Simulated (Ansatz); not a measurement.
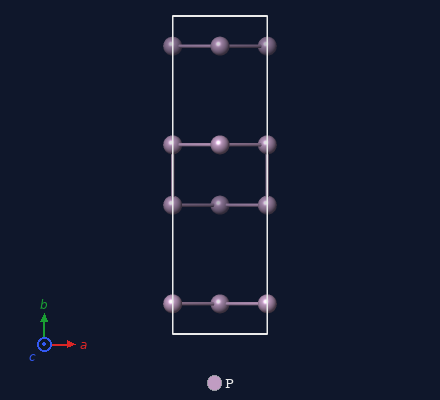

P (Cmce, No. 64): the end point of a relaxation at fixed volume with Ansatz 0.2.0, DFT r2SCAN, scalar-relativistic, plane waves, PAW.

```cif
data_structure
_symmetry_space_group_name_H-M 'P 1'
_symmetry_Int_Tables_number 1
_cell_length_a 3.2985
_cell_length_b 11.0850
_cell_length_c 4.5705
_cell_angle_alpha 90.000
_cell_angle_beta 90.000
_cell_angle_gamma 90.000
_cell_volume 167.11
loop_
_atom_site_label
_atom_site_type_symbol
_atom_site_fract_x
_atom_site_fract_y
_atom_site_fract_z
_atom_site_occupancy
P1 P 0.00000 0.59481 0.58892 1
P2 P 0.50000 0.90519 0.41108 1
P3 P 0.50000 0.59481 0.91108 1
P4 P 0.00000 0.90519 0.08892 1
P5 P 0.50000 0.09481 0.58892 1
P6 P 0.00000 0.40519 0.41108 1
P7 P 0.00000 0.09481 0.91108 1
P8 P 0.50000 0.40519 0.08892 1
```

Question: What will an integrated-DPC-like image along [001] show? Simulated as the projected potential of neutral atoms (B = 0.3 Å²) blurred by a 0.59 Å probe, the thin-sample limit of integrated differential phase contrast. A slight drift was added.

Answer: The columns repeat on a rectangular net of 1.65 × 5.54 Å (plane group p2mm). All columns are alike (P). The shortest distance between visible columns is 1.65 Å in projection. Along the beam the structure repeats every 4.57 Å.

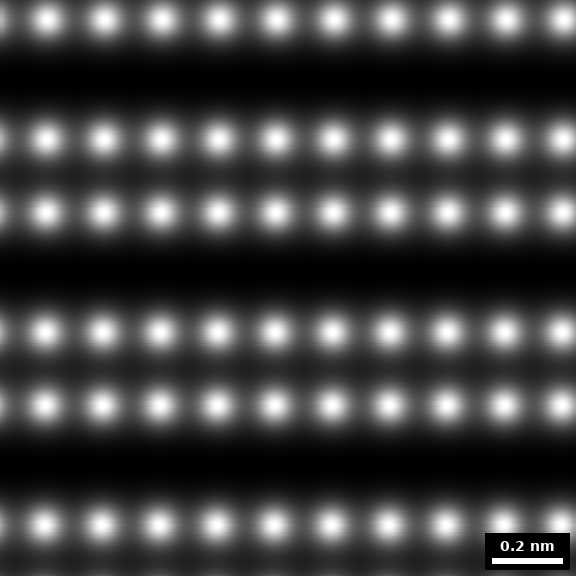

The simulated image.
